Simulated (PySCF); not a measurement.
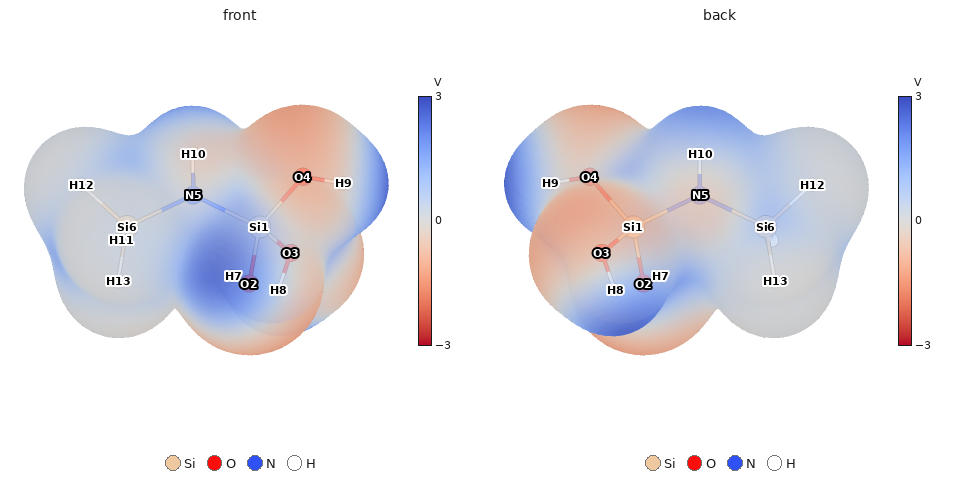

The picture shows: H7NO3Si2. The molecular electrostatic potential painted on the density surface at 0.002 e/bohr³, seen from the front and from behind; red is negative and blue positive.

Geometry: PBE0-D3(BJ)/def2-SVP.

Level of theory: CAM-B3LYP/def2-SVPD, SCF density, gas phase in PySCF 2.14.0.

```yaml
atoms:
  - { symbol: Si, position_ang: [0.1970, -0.7885, -0.6625] }
  - { symbol: O, position_ang: [-0.7433, -1.5184, 0.4936] }
  - { symbol: O, position_ang: [-0.6708, -0.9061, -2.0626] }
  - { symbol: O, position_ang: [1.6496, -1.5031, -0.9744] }
  - { symbol: N, position_ang: [0.5414, 0.7895, -0.0799] }
  - { symbol: Si, position_ang: [-0.2913, 1.6046, 1.2130] }
  - { symbol: H, position_ang: [-0.3705, -1.5734, 1.3787] }
  - { symbol: H, position_ang: [-1.6235, -0.8087, -1.9797] }
  - { symbol: H, position_ang: [1.6143, -2.2134, -1.6223] }
  - { symbol: H, position_ang: [1.3281, 1.2748, -0.4998] }
  - { symbol: H, position_ang: [-0.1410, 0.8952, 2.5247] }
  - { symbol: H, position_ang: [0.2984, 2.9697, 1.3449] }
  - { symbol: H, position_ang: [-1.7576, 1.7259, 0.9485] }
```

Q: Where is the surface potential most negative and most positive?

A: The most negative region (about −1.3 V, or −30 kcal/mol for a unit charge) lies over O3 and O4, the most positive (about +2.5 V, or +58 kcal/mol for a unit charge) over H7, H8 and H9.

Q: What dipole moment does the calculation give?

A: Its dipole moment is 0.34 D.
